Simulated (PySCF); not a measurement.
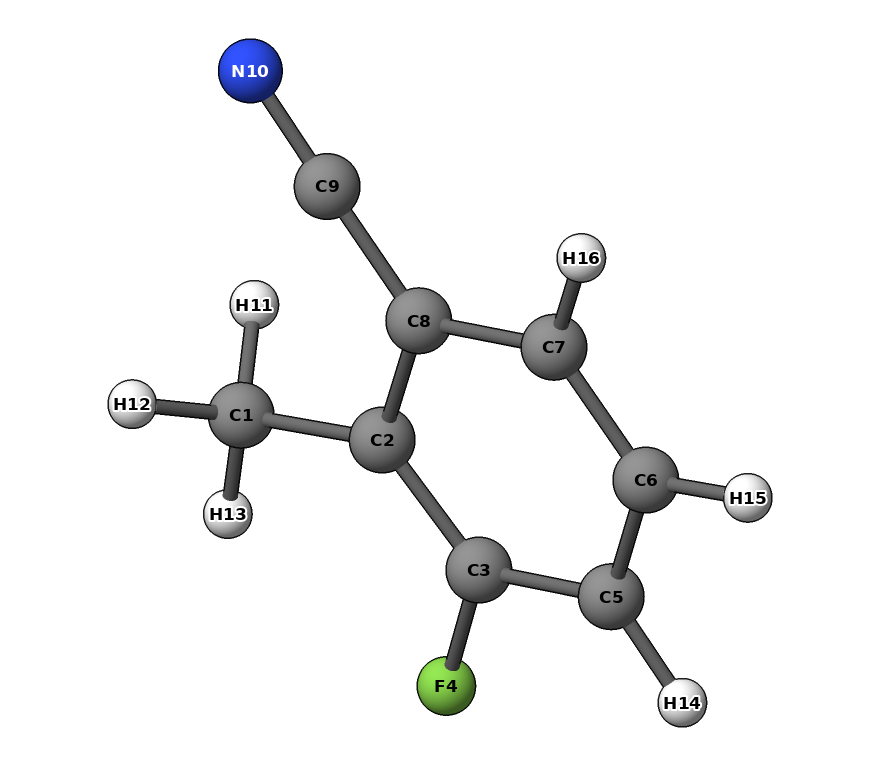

The questions are on Mulliken spin populations. Charge −1, doublet. The computed structure is the end point of a GFN2-xTB optimisation. No frequency run is at hand to confirm it as a minimum. Method: UKS B3LYP, pcH-1 on C F H N, non-relativistic (PySCF 2.14.0).

List the Mulliken spin populations.

```
atom  value (e)
  C1      −0.02
  C2       0.17
  C3      −0.07
  F4       0.00
  C5       0.38
  C6      −0.03
  C7       0.10
  C8       0.26
  C9      −0.03
 N10       0.23
 H11       0.01
 H12       0.01
 H13       0.00
 H14      −0.02
 H15       0.00
 H16      −0.01
```

Mulliken values depend strongly on the basis set.
